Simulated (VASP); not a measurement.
Band structure of PbS (space group Fm-3m). Method: PBE GGA, VASP's PBE PAW potentials (set 64) (plane waves; VASP 6.6.1).

Unless said otherwise, spin-orbit coupling is left out, though it shifts the bands of the heavy elements here.

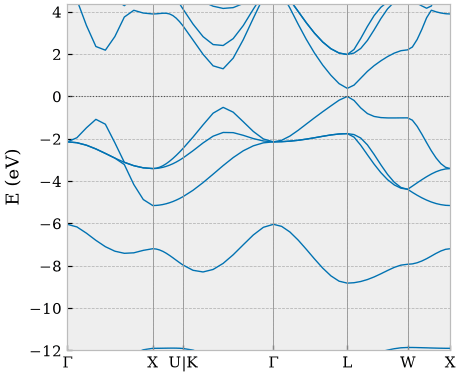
*Bands along high-symmetry lines, zero at the valence-band maximum or, without a gap, the Fermi level*

Problem. Read the plot: is there a gap, and where are the band edges?

Solution. The gap is direct, 0.38 eV, from the valence maximum at L to the conduction minimum at L.

The structure is a typed PbS crystal (Fm-3m). The cell was not relaxed at this level.
